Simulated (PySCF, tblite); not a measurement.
# C4H9NOSi: geometry, infrared bands and NMR shifts

Aim: predict the infrared bands and NMR shifts of C4H9NOSi (`CC(=O)[SiH]1CNC1`).

Computed with tblite 0.8.0 and PySCF 2.14.0, with density-fitted response routines of our own, on a single molecule in the gas phase. Atoms count from 0, in the outputs and in this text.

## Step 1: The starting structure

16 atoms, charge 0, multiplicity 1; geometry from: force field or distance geometry start.

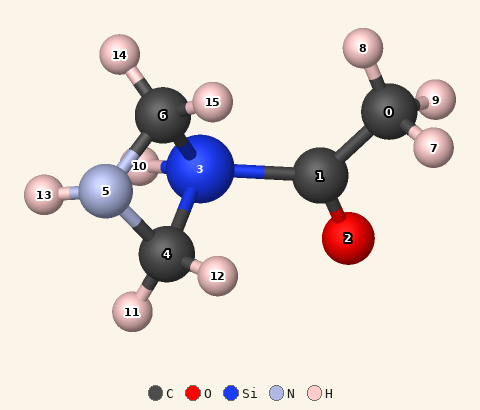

The starting geometry (carbon dark grey, oxygen red, silicon blue, nitrogen light blue, hydrogen pink), atoms numbered; sticks join atoms by distance.

## Step 2: Geometry optimisation with GFN2-xTB

Job settings and geometry (Å):

```
{"job": {"kind": "relax", "xc": "GFN2-xTB", "basis": "xTB"}, "charge": 0, "multiplicity": 1}
C      2.448600     0.086200     0.418700
C      1.389100    -0.742600    -0.197000
O      1.684900    -1.922200    -0.422900
Si    -0.281400    -0.167800    -0.616900
C     -1.531300    -0.783200     0.622500
N     -2.255200     0.488500     0.624100
C     -1.014400     1.208000     0.342400
H      2.629200    -0.283400     1.465900
H      2.272300     1.165200     0.388300
H      3.391900    -0.188300    -0.111800
H     -0.705700    -0.334100    -2.004400
H     -2.104100    -1.629700     0.195000
H     -1.189100    -0.985100     1.642400
H     -2.939800     0.466200    -0.132300
H     -1.258100     2.119900    -0.250300
H     -0.544400     1.511400     1.292500
```

Started as:

```sh
OMP_NUM_THREADS=1 python probes_run.py task.json out
```

One launch serves the whole session: the jobs run in the order shown.

The log of the run:

```text
step      E/eV     max force
  0    -592.00207    4.252
  1    -592.33455    2.784
  2    -592.44656    1.556
  3    -592.54896    0.974
  4    -592.64181    0.655
  5    -592.67806    0.566
  6    -592.70820    0.528
  7    -592.72901    0.335
  8    -592.74370    0.280
  9    -592.75405    0.266
 10    -592.76302    0.265
 11    -592.77128    0.218
 12    -592.77933    0.188
 13    -592.78627    0.202
 14    -592.79236    0.168
 15    -592.79789    0.193
 16    -592.80328    0.205
 17    -592.80958    0.250
 18    -592.81764    0.278
 19    -592.82710    0.270
 20    -592.83559    0.269
 21    -592.84108    0.169
 22    -592.84427    0.143
 23    -592.84633    0.112
 24    -592.84816    0.121
 25    -592.85027    0.117
 26    -592.85245    0.140
 27    -592.85440    0.131
 28    -592.85612    0.106
 29    -592.85803    0.115
 30    -592.86058    0.149
 31    -592.86346    0.180
 32    -592.86580    0.130
 33    -592.86745    0.132
 34    -592.86879    0.108
 35    -592.86994    0.139
 36    -592.87112    0.105
 37    -592.87248    0.088
 38    -592.87351    0.073
 39    -592.87464    0.099
 40    -592.87550    0.081
 41    -592.87610    0.058
 42    -592.87668    0.067
 43    -592.87757    0.093
 44    -592.87910    0.145
 45    -592.88146    0.172
 46    -592.88412    0.153
 47    -592.88638    0.117
 48    -592.88837    0.115
 49    -592.89039    0.133
 50    -592.89188    0.255
 51    -592.89503    0.210
 52    -592.89843    0.162
 53    -592.90255    0.132
 54    -592.90576    0.150
 55    -592.90994    0.150
 56    -592.91441    0.179
 57    -592.91757    0.161
 58    -592.91960    0.221
 59    -592.92239    0.125
 60    -592.92515    0.104
 61    -592.92698    0.125
 62    -592.92859    0.128
 63    -592.93051    0.167
 64    -592.93330    0.148
 65    -592.93572    0.212
 66    -592.93834    0.199
 67    -592.93982    0.155
 68    -592.94190    0.102
 69    -592.94318    0.090
 70    -592.94478    0.094
 71    -592.94553    0.100
 72    -592.94650    0.073
 73    -592.94751    0.074
 74    -592.94905    0.093
 75    -592.95139    0.138
 76    -592.95412    0.238
 77    -592.95652    0.253
 78    -592.96161    0.172
 79    -592.96744    0.162
 80    -592.97246    0.182
 81    -592.97652    0.189
 82    -592.97998    0.167
 83    -592.98329    0.143
 84    -592.98577    0.116
 85    -592.98816    0.092
 86    -592.98958    0.222
 87    -592.99141    0.102
 88    -592.99304    0.096
 89    -592.99509    0.078
 90    -592.99613    0.083
 91    -592.99690    0.054
 92    -592.99732    0.056
 93    -592.99779    0.054
 94    -592.99822    0.039
 95    -592.99852    0.051
 96    -592.99880    0.045
 97    -592.99924    0.053
 98    -592.99984    0.058
 99    -593.00055    0.076
100    -593.00117    0.066
101    -593.00157    0.057
102    -593.00187    0.049
103    -593.00223    0.049
104    -593.00268    0.057
105    -593.00318    0.071
106    -593.00374    0.073
107    -593.00439    0.059
108    -593.00506    0.062
109    -593.00563    0.051
110    -593.00606    0.049
111    -593.00640    0.047
112    -593.00671    0.057
113    -593.00698    0.065
114    -593.00721    0.046
115    -593.00744    0.043
116    -593.00767    0.047
117    -593.00781    0.033
118    -593.00794    0.031
119    -593.00804    0.026
120    -593.00817    0.027
121    -593.00831    0.031
122    -593.00845    0.031
123    -593.00855    0.032
124    -593.00865    0.030
125    -593.00877    0.030
126    -593.00894    0.036
127    -593.00916    0.035
128    -593.00941    0.045
129    -593.00966    0.040
130    -593.00987    0.040
131    -593.01008    0.044
132    -593.01035    0.047
133    -593.01073    0.051
134    -593.01108    0.055
135    -593.01128    0.057
136    -593.01152    0.043
137    -593.01174    0.035
138    -593.01211    0.040
139    -593.01234    0.040
140    -593.01253    0.023
141    -593.01260    0.020
142    -593.01264    0.016
143    -593.01268    0.014
144    -593.01269    0.015
145    -593.01271    0.012
146    -593.01273    0.008
```

Run time: 1.6 s. Hardware: 1 thread of Arm Neoverse N1, shared host.

Along the way: (not every step is listed)

| step | energy from step 0 (eV) | largest force (eV/Å) |
| --- | --- | --- |
| 0 | 0.0000 | 4.2524 |
| 1 | -0.3325 | 2.7844 |
| 2 | -0.4445 | 1.5555 |
| 3 | -0.5469 | 0.9738 |
| 4 | -0.6397 | 0.6546 |
| 5 | -0.6760 | 0.5659 |
| 6 | -0.7061 | 0.5285 |
| 7 | -0.7269 | 0.3346 |
| 8 | -0.7416 | 0.2800 |
| 21 | -0.8390 | 0.1685 |
| 34 | -0.8667 | 0.1084 |
| 47 | -0.8843 | 0.1165 |
| 60 | -0.9231 | 0.1041 |
| 73 | -0.9454 | 0.0743 |
| 86 | -0.9875 | 0.2225 |
| 99 | -0.9985 | 0.0759 |
| 112 | -1.0046 | 0.0567 |
| 125 | -1.0067 | 0.0295 |
| 138 | -1.0100 | 0.0396 |
| 141 | -1.0105 | 0.0202 |
| 142 | -1.0106 | 0.0156 |
| 143 | -1.0106 | 0.0136 |
| 144 | -1.0106 | 0.0151 |
| 145 | -1.0106 | 0.0117 |
| 146 | -1.0107 | 0.0081 |

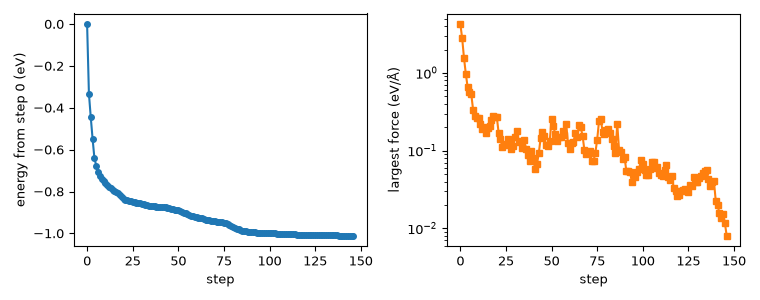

Energy and force, step by step.

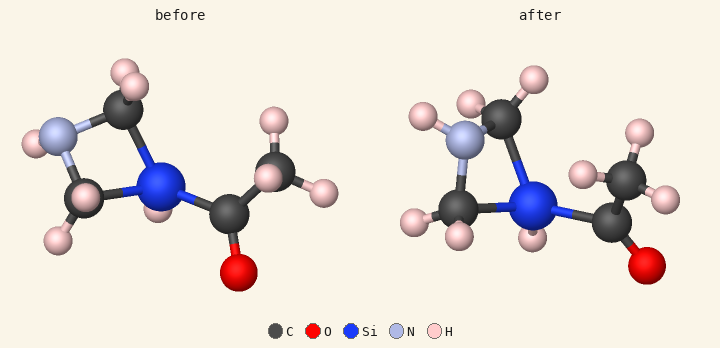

The geometry before (left) and after (right).

Close pairs (by a distance rule), those that changed most:

| bond | before (Å) | after (Å) | change (Å) |
| --- | --- | --- | --- |
| C1–Si3 | 1.816 | 1.924 | +0.108 |
| Si3–C6 | 1.830 | 1.921 | +0.091 |
| Si3–C4 | 1.865 | 1.923 | +0.058 |
| C0–H7 | 1.125 | 1.087 | -0.038 |
| C0–H9 | 1.117 | 1.088 | -0.029 |
| C1–O2 | 1.237 | 1.210 | -0.027 |
| C0–C1 | 1.479 | 1.501 | +0.022 |
| C6–H14 | 1.115 | 1.096 | -0.018 |

The next job starts from the end point, and lists it.

## Step 3: Harmonic vibrations with GFN2-xTB

Job settings and geometry (Å):

```
{"job": {"kind": "ir", "xc": "GFN2-xTB", "basis": "xTB"}, "charge": 0, "multiplicity": 1}
C      2.123547    -0.041418     0.743551
C      1.558891    -0.689644    -0.487125
O      2.211602    -1.399942    -1.216879
Si    -0.297903    -0.361236    -0.868864
C     -1.455841    -0.853686     0.584672
N     -1.343742     0.513922     1.098664
C     -0.983167     1.264216    -0.107308
H      1.427859    -0.156049     1.570947
H      2.222975     1.024744     0.544990
H      3.098934    -0.452536     0.993922
H     -0.634630    -0.745359    -2.237603
H     -2.465937    -1.124250     0.254593
H     -1.137435    -1.586428     1.327817
H     -2.167790     0.855817     1.580308
H     -1.845119     1.663417    -0.654658
H     -0.319845     2.097377     0.129046
```

The log of the run:

```text
mode    cm-1     km/mol
  1      43.1      6.98
  2      72.1      3.99
  3     123.8      0.40
  4     125.9      1.38
  5     183.9     10.06
  6     277.6      4.65
  7     382.0     24.46
  8     428.5      4.34
  9     504.2     61.80
 10     523.9     69.98
 11     582.0     53.38
 12     621.9     25.51
 13     679.2    101.29
 14     731.5      9.12
 15     737.9     86.22
 16     823.3     54.21
 17     876.9     50.89
 18     939.9      2.15
 19     980.1      0.84
 20    1026.0      0.52
 21    1085.0      2.33
 22    1097.2     13.26
 23    1133.1     80.52
 24    1163.2      1.85
 25    1164.6     26.62
 26    1238.6      6.08
 27    1330.1     11.09
 28    1358.8     33.75
 29    1439.1     14.81
 30    1443.4     15.95
 31    1481.0      1.21
 32    1485.8      0.16
 33    1729.7    285.21
 34    2282.7    338.71
 35    2873.1     24.03
 36    2880.9    149.49
 37    2958.5     60.67
 38    2961.6     13.34
 39    3014.7      5.78
 40    3032.5      3.97
 41    3044.9     17.65
 42    3371.7     30.54
```

Wall time 0.86 s (1 thread of Arm Neoverse N1, shared host).

Which atoms move in the most intense modes:

| cm⁻¹ | km/mol | atoms |
| --- | --- | --- |
| 504 | 61.8 | Si3 32 %, N5 27 % |
| 524 | 70.0 | H10 73 % |
| 679 | 101.3 | Si3 31 %, C4 26 %, C6 23 % |
| 738 | 86.2 | Si3 28 %, H13 20 % |
| 1133 | 80.5 | C1 51 %, H9 24 %, C0 18 % |
| 1730 | 285.2 | C1 60 %, O2 39 % |
| 2283 | 338.7 | H10 97 % |
| 2881 | 149.5 | H14 64 %, H11 26 % |

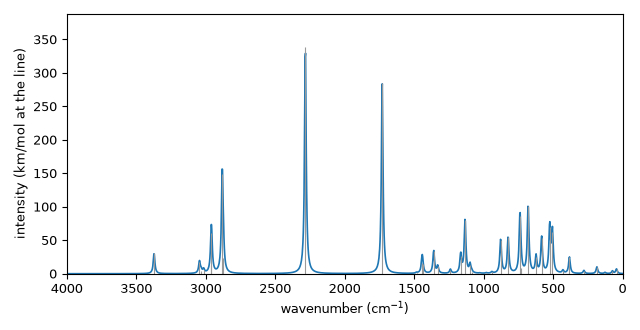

The infrared spectrum from these modes, unscaled. Lines are broadened to a width of 14 cm⁻¹ (Lorentzian).

## Step 4: Nuclear shieldings: PBE0/pcSseg-1

The job, as its differences from that of step 3:

```diff
@@ -1,2 +1,2 @@
-{"job": {"kind": "ir", "xc": "GFN2-xTB", "basis": "xTB"}, "charge": 0, "multiplicity": 1}
+{"job": {"kind": "nmr", "xc": "PBE0", "basis": "pcSseg-1"}, "charge": 0, "multiplicity": 1}
 C      2.123547    -0.041418     0.743551
```

Method: GIAO PBE0/pcSseg-1 NMR shielding, non-relativistic, gas phase.

The log of the run:

```text
coarse grid: 13696 points
cycle   1  E = -576.5804426892  dE =  8.733e-01  |g| = 7.971e-01  |ddm| = 3.596e+00
cycle   2  E = -576.2083097677  dE =  3.721e-01  |g| = 1.588e+00  |ddm| = 2.138e+00
cycle   3  E = -576.7056972223  dE = -4.974e-01  |g| = 1.960e-01  |ddm| = 1.659e+00
cycle   4  E = -576.7136758906  dE = -7.979e-03  |g| = 7.322e-02  |ddm| = 2.329e-01
cycle   5  E = -576.7148414808  dE = -1.166e-03  |g| = 1.772e-02  |ddm| = 7.944e-02
cycle   6  E = -576.7149094021  dE = -6.792e-05  |g| = 5.653e-03  |ddm| = 1.962e-02
cycle   7  E = -576.7149160336  dE = -6.632e-06  |g| = 1.214e-03  |ddm| = 5.556e-03
final grid: 127312 points
cycle   8  E = -576.7645484004  dE = -8.930e-06  |g| = 1.410e-02  |ddm| = 2.704e-02
cycle   9  E = -576.7644385373  dE =  1.099e-04  |g| = 2.758e-02  |ddm| = 3.095e-02
cycle  10  E = -576.7645877450  dE = -1.492e-04  |g| = 2.667e-03  |ddm| = 2.215e-02
cycle  11  E = -576.7645892463  dE = -1.501e-06  |g| = 3.223e-04  |ddm| = 2.071e-03
cycle  12  E = -576.7645892713  dE = -2.495e-08  |g| = 1.126e-04  |ddm| = 5.272e-04
cycle  13  E = -576.7645892743  dE = -2.993e-09  |g| = 2.972e-05  |ddm| = 1.278e-04
cycle  14  E = -576.7645892744  dE = -1.880e-10  |g| = 8.431e-06  |ddm| = 2.993e-05
converged SCF energy = -576.7645892744

GIAO shielding tensors (ppm)
atom      isotropic    diamagn.    paramagn.     s11        s22        s33       span
  0 C      147.185     251.226    -104.040    113.857    136.467    191.233     77.376
  1 C      -56.420     253.728    -310.148   -156.034   -110.418     97.193    253.226
  2 O     -523.810     396.756    -920.567  -1414.167   -506.814    349.550   1763.717
  3 Si     376.981     879.782    -502.801    351.209    374.167    405.568     54.358
  4 C      142.547     252.840    -110.292    111.708    131.889    184.045     72.337
  5 N      233.755     321.120     -87.364    178.563    238.150    284.553    105.990
  6 C      141.884     252.995    -111.111    113.378    131.787    180.487     67.109
  7 H       28.089      30.737      -2.648     24.458     29.008     30.801      6.343
  8 H       29.027      29.809      -0.782     25.856     29.504     31.720      5.864
  9 H       29.381      28.302       1.079     26.551     27.325     34.268      7.717
 10 H       27.085      29.134      -2.049     23.380     25.646     32.230      8.850
 11 H       28.163      30.454      -2.291     24.522     26.593     33.375      8.853
 12 H       28.489      30.930      -2.441     24.667     26.246     34.553      9.886
 13 H       30.932      32.337      -1.404     22.005     29.819     40.973     18.968
 14 H       28.155      30.765      -2.611     24.653     26.593     33.218      8.565
 15 H       28.354      31.598      -3.244     24.428     26.470     34.164      9.736
```

It took 45 s on 1 thread of Arm Neoverse N1, shared host; peak memory 0.77 GiB.

The references, computed at this level on geometries of the same kind, shield at (ppm): 1H TMS 31.72, 13C TMS 186.9, 29Si TMS 349.2, 15N NH3 267.7, 17O H2O 336.1. Their shielding less the atom's gives the shift. The references are single molecules in the gas phase, so shifts against H2O, NH3, PH3, H3PO4 or CFCl3 are not on the usual liquid scales and can be off by tens of ppm. Atoms listed in one row are averaged.

| atoms | environment | σ (ppm) | δ (ppm) | δ scaled to CDCl3 |
| --- | --- | --- | --- | --- |
| C1 | carbonyl carbon | -56.4 | 243.3 | 235.6 |
| C4, C6 | sp3 CH2 bonded to N and Si | 142.2 | 44.7 | 41.7 |
| C0 | methyl carbon α to a carbonyl | 147.2 | 39.7 | 36.9 |
| H10 | hydrogen on a silicon bonded to 3 C, in a 4-membered ring | 27.09 | 4.63 | – |
| H11, H14 | hydrogen on an sp3 CH2 bonded to N and Si | 28.16 | 3.56 | 3.46 |
| H12, H15 | hydrogen on an sp3 CH2 bonded to N and Si | 28.42 | 3.30 | 3.21 |
| H7, H8, H9 | hydrogen on a methyl carbon α to a carbonyl | 28.83 | 2.88 | 2.82 |
| H13 | hydrogen on an amine nitrogen | 30.93 | 0.78 | – |
| O2 | carbonyl oxygen | -523.8 | 859.9 | – |
| Si3 | silicon bonded to 3 C, H, in a 4-membered ring | 377.0 | -27.8 | – |
| N5 | amine nitrogen | 233.8 | 34.0 | – |

The scaled column applies a straight-line fit of computed shieldings to shifts measured in CDCl3 (root-mean-square error 0.16 ppm for H, 1.9 ppm for C).

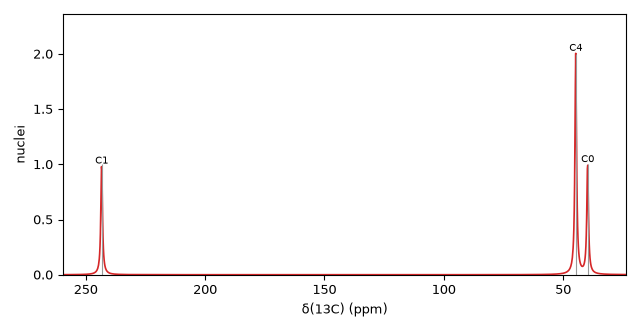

13C lines at the computed shifts, without couplings. Lines are broadened to a width of 0.81 ppm (Lorentzian).

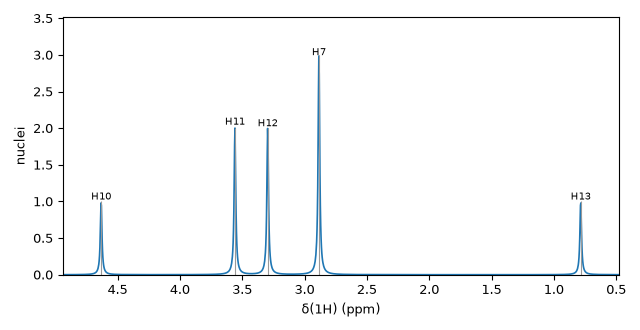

1H lines at the computed shifts, without couplings. Lines are broadened to a width of 0.02 ppm (Lorentzian).

The run also stored atomic charges by several schemes (e):

| atoms | Mulliken | IAO | Hirshfeld | ESP fit |
| --- | --- | --- | --- | --- |
| C0 | -0.25 | -0.48 | -0.13 | -0.54 |
| C1 | -0.07 | 0.15 | 0.09 | 0.65 |
| O2 | -0.34 | -0.39 | -0.23 | -0.50 |
| Si3 | 0.77 | 0.81 | 0.37 | 0.08 |
| C4, C6 | -0.34 | -0.42 | -0.12 | -0.03 |
| N5 | -0.48 | -0.42 | -0.18 | -0.68 |

Mulliken charges:

C0 -0.25; C1 -0.07; O2 -0.34; Si3 0.77; C4 -0.34; N5 -0.48; C6 -0.35; H7 0.15; H8 0.14; H9 0.13; H10 -0.04; H11 0.12; H12 0.14; H13 0.17; H14 0.12; H15 0.14

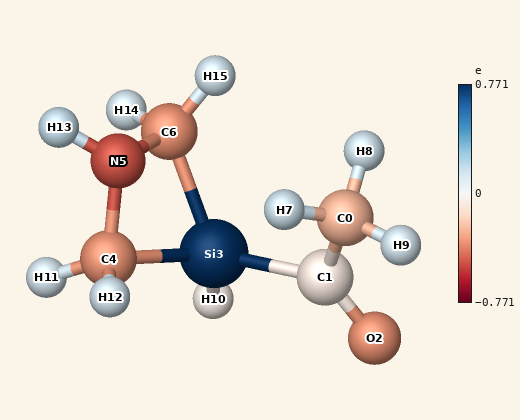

Mulliken charges, as colours on the atoms.

Mayer bond orders: C0–C1 0.99, C1–O2 1.94, C1–Si3 0.83, Si3–C4 0.90, C4–N5 0.97, N5–C6 0.97, C6–Si3 0.89.

Ring of atoms Si3, C4, N5, C6: NICS(0) 0.0, NICS(1) 0.0, NICS(1)zz 2.0 ppm (means of both faces).

## Step 5: Results

| quantity | value |
| --- | --- |
| strongest single infrared mode (GFN2-xTB) | 2283 cm⁻¹, 339 km/mol |
| zero-point energy (GFN2-xTB) | 77.5 kcal/mol |
| 13C shifts against TMS (PBE0/pcSseg-1, means over atoms taken as alike) | 243.3, 44.7, 39.7 ppm |
| 1H shifts against TMS (PBE0/pcSseg-1, means over atoms taken as alike) | 4.63, 3.56, 3.30, 2.88, 0.78 ppm |
| 17O shifts against H2O (PBE0/pcSseg-1) | 859.9 ppm |
| 29Si shifts against TMS (PBE0/pcSseg-1) | -27.8 ppm |
| 15N shifts against NH3 (PBE0/pcSseg-1) | 34.0 ppm |

The optimisation took 146 steps and gained 1.011 eV; among the close pairs (by a distance rule), C1–Si3 changed most, from 1.816 to 1.924 Å. No mode is imaginary among the 42: a minimum at this level. The strongest single mode, at 2283 cm⁻¹, moves mainly H10. GFN2-xTB is a fitted tight-binding method: band positions and strengths are rough. Its intensities can rank the bands wrongly. At PBE0/pcSseg-1: The widest tensor belongs to O2: span 1764 ppm, with a paramagnetic part of -921 ppm.
